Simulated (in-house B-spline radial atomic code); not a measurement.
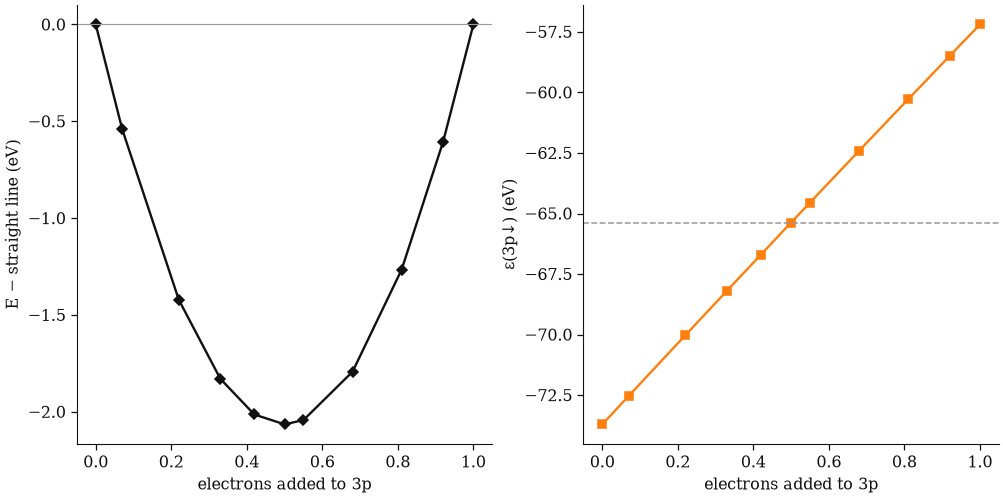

The calculation used an in-house B-spline radial code at this level: scalar-relativistic (spin-free one-electron X2C) exchange-only LDA (Slater), spin-polarised, spherical fractional occupations, Fermi nucleus, basis-set limit. The occupation of the 3p shell is varied from Ca⁴⁺ ([Ne] 3s2 3p4 (high spin)) to Ca³⁺ ([Ne] 3s2 3p5 (high spin)), with spherical fractional occupations. The plot shows the total energy less the straight line between the end points, and the eigenvalue of 3p↓ (the dashed line is minus the energy to take the whole electron out).

**Is the energy convex or concave in the occupation, and by how much?**

The curve is convex (below the straight line), with the largest deviation among the points computed, −2.06 eV, at 0.5. The end points differ by 65.4 eV, the energy to take the electron out. The eigenvalue, which is the slope of the energy (Janak's theorem), moves from −73.7 eV at 0 to −57.2 eV at 1; for a straight line it would stay constant, and a parabola would sag by an eighth of this change, scaled to a whole electron, 2.06 eV. Convexity is the mark of the delocalisation error, which puts fractional charges too low; for p, d and f shells the spherical spreading of the fraction adds to it.
